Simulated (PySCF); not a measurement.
# C₄H₇NSi: what the fields show

```xyz
13

C    -2.6695   -0.9311   -0.3724
N    -1.5525   -0.6191    0.0832
Si   -0.4786    0.7070   -0.1546
C     1.0573   -0.0741   -0.9233
C     2.3732    0.6671   -0.9418
C     2.3078   -0.3205   -0.1097
H    -3.1315   -1.8663   -0.0621
H    -3.2500   -0.3288   -1.0787
H    -0.9534    1.8153   -1.0002
H    -0.2293    1.1806    1.2055
H     0.8810   -0.7632   -1.7515
H     2.9000    1.4722   -1.3905
H     2.7412   -0.9387    0.6364
```

Geometry: GFN2-xTB.

Computed with PBE0/def2-SVPD, SCF density, gas phase in PySCF.

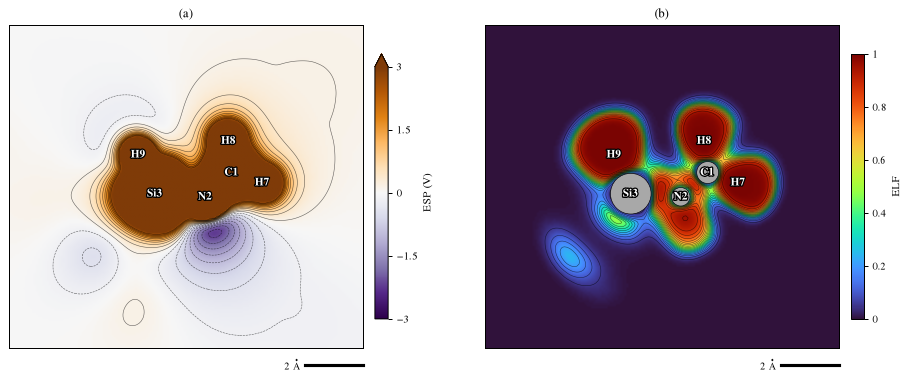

Figure 1. (a) electrostatic potential; (b) electron localisation function on the plane of atoms C1, N2 and Si3. Grey discs cover the atomic cores in the ELF map.

> What does the map show?

The plane passes through C, N, Si and H nuclei. C–N (1.25 Å): the ELF peaks at about 0.90 between the atoms; a short, multiple covalent bond. Si–N (1.72 Å): the ELF peaks at about 0.90 between the atoms (a polar covalent bond). C–H (1.09 Å): the ELF climbs to about 1 towards the hydrogen, as it does in any bond to H (an ordinary covalent bond to hydrogen). Si–H (1.47 Å): the ELF climbs to about 1 towards the hydrogen. The ELF also peaks beside N2, away from the bonds: lone-pair regions. Outside the dense part of the molecule the potential is most negative (−2.2 V) near N2.

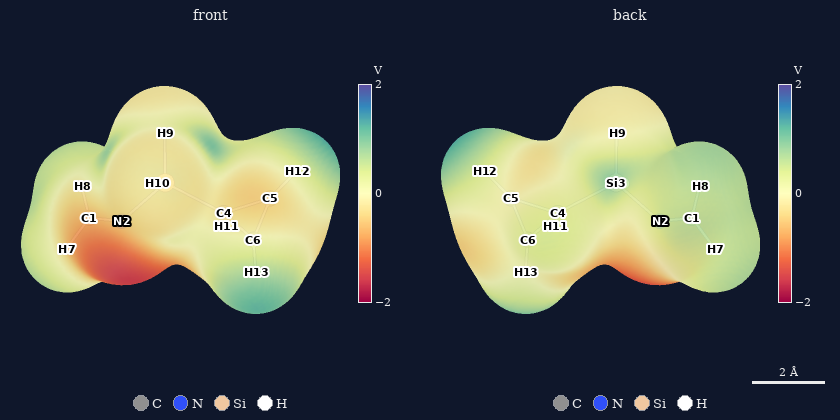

Figure 2. The molecular electrostatic potential painted on the density surface at 0.002 e/bohr³, seen from the front and from behind; the colour scale runs from red (negative) to blue (positive).

> Describe the electrostatic potential map.

The most negative region (about −1.6 V) lies over N2, the most positive (about +1.2 V) over H12 and H13. N2 is the likeliest acceptor of a hydrogen bond.

> How polar is the molecule by this calculation?

Its dipole moment is 0.87 D.
